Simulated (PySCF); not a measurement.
MgSb (charge +1, triplet)

```yaml
atoms:
  - { symbol: Mg, position_ang: [0.0000, 0.0000, -2.3039] }
  - { symbol: Sb, position_ang: [0.0000, 0.0000, 0.4571] }
```

⟨S²⟩ = 2.06, above the pure value of 2.00; core potentials replace the inner electrons of Sb.

Computed with PySCF, PBE0/aug-cc-pVDZ(-PP), non-relativistic Hamiltonian with scalar-relativistic core potentials where named, at a bond length of 2.761 Å.

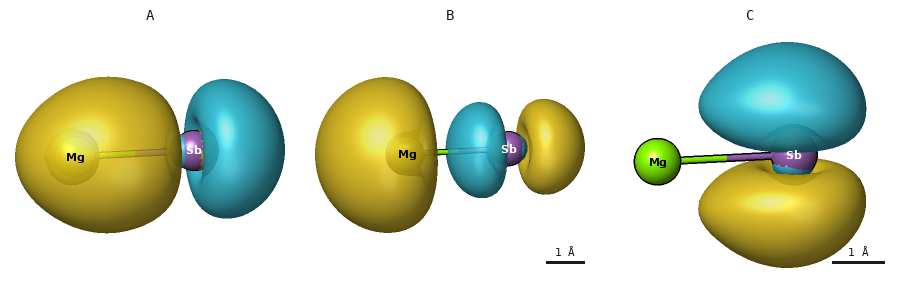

Figure 1. Three frontier α-spin orbitals, each drawn at the value that holds 80 % of its norm (yellow and cyan are the two phases), in no order; of a degenerate pair one member is drawn.

Question: Label each orbital by symmetry, say whether it is occupied, and order them by energy.

Answer: Orbital A: σ, occupied in this spin, −12.42 eV; shared between the atoms (Mg 40 %, Sb 60 %).
Orbital C: π, occupied in this spin, −11.26 eV; mainly on Sb (90 %).
Orbital B: σ, empty in this spin, −8.14 eV; mainly on Mg (75 %).

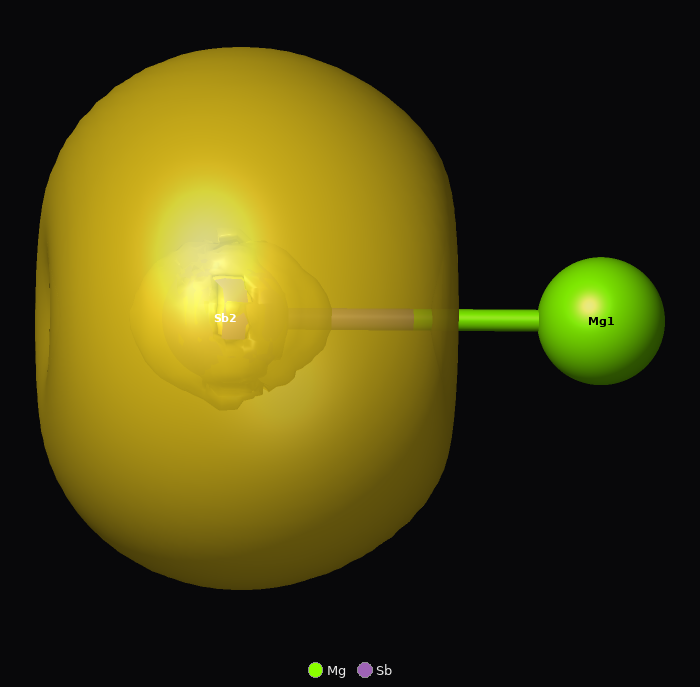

Figure 2. Isosurfaces of the spin density at +0.02 (yellow) and −0.02 e/Å³ (cyan), seen from one side.

Question: Which atoms carry the spin?

Answer: The unpaired spin (2 electrons) lies mostly on Sb2 (about 2.0), in electrons by Hirshfeld's partition.

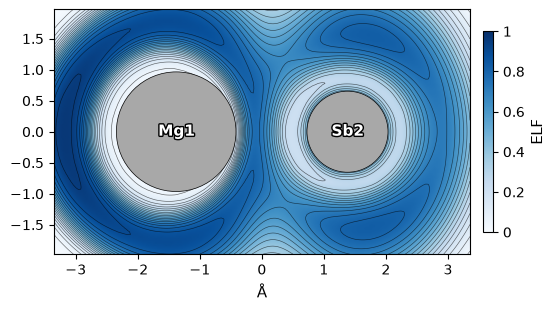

Figure 3. Electron localisation function on a plane that holds the molecular axis. Grey discs cover the atomic cores.

Question: Interpret the plot.

Answer: Atoms in the plane: Mg and Sb.
Mg–Sb (2.76 Å): the ELF peaks at about 0.75 in the valence shell of Sb, 1.5 Å from its nucleus, and drops to about 0.20 between the two atoms.
The ELF also peaks beside Sb2, away from the bonds: non-bonding electrons, paired or unpaired.
